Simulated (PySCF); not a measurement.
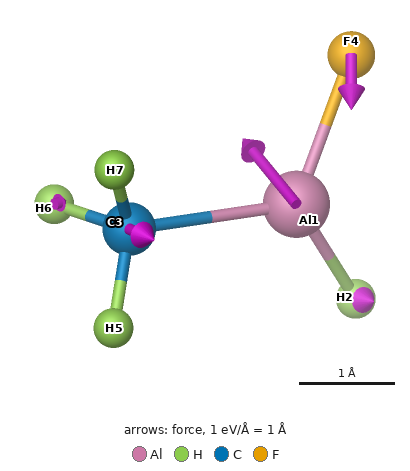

Starting geometry of CH4AlF with the computed forces as purple arrows. Style: ball-and-stick. Shown at a tilt.

It is one of the separated reactants of a reaction.

Computed with RKS PBE0-D4/def2-TZVP, density fitting in PySCF. 

> Is this structure relaxed? If not, where do the atoms go?

It isn't relaxed: the largest force vector, on Al1, is 1.23 eV/Å. The final displacements follow the starting forces only in part (cosine between the two patterns 0.68). The largest move after the best rigid fit is that of Al1, 0.17 Å. Largest moves by element: Al 0.17 Å, H 0.09 Å, F 0.08 Å, C 0.02 Å. Among the contacts that change: Al1–F4 1.675 → 1.654 Å, Al1–C3 1.952 → 1.938 Å, Al1–H2 1.590 → 1.580 Å. Bond angles that change, for instance: H2–Al1–C3 123.2° → 126.0°. The energy falls by 2.59 kcal/mol in 9 geometry steps.
